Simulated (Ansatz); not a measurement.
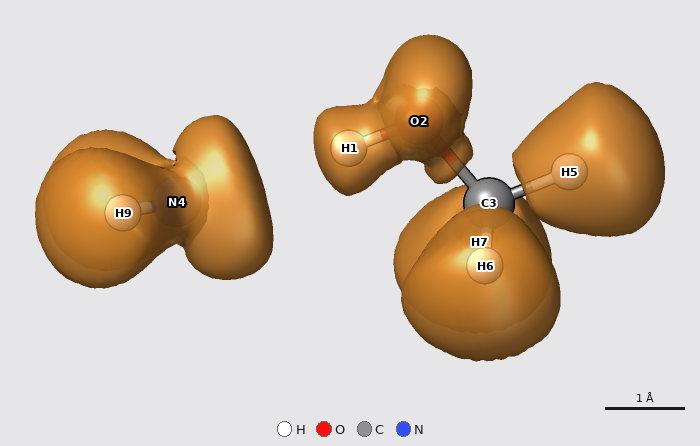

*CH4O···NH2 (doublet). Isosurface of the electron localisation function at 0.75 (orange), seen from one side. Only the valence region is drawn (cores and ρ < 0.01 e/Å³ removed).*

Theory: UKS B3LYP-D4/def2-SVP in Ansatz 0.2.0.

```xyz
9

H    -0.0941   -0.4838   -0.4158
O     0.0926   -0.0426   -1.2585
C     0.3392    1.3110   -0.9988
N    -0.4634   -1.6816    1.5278
H     0.5723    1.8080   -1.9545
H    -0.5311    1.8440   -0.5598
H     1.2050    1.4830   -0.3242
H     0.2389   -2.1870    2.0946
H    -1.3593   -2.0509    1.8893
```

Q: Identify the bonds, lone pairs and shells in this picture.

A: The ELF exceeds this value in three regions around hydrogen nuclei, one joined region spread over several atoms (H, N), in which their bonds and any lone pairs are merged and one joined region spread over several atoms (H, O), in which their bonds and any lone pairs are merged. Along the contacts the grid gives the following. N4···H1 (2.31 Å): the ELF dips to about 0.05 between them (a closed-shell contact with the geometry of a hydrogen bond). C–O (1.40 Å): the ELF peaks at about 0.95 between the atoms, as expected for a shared but strongly polarised pair.
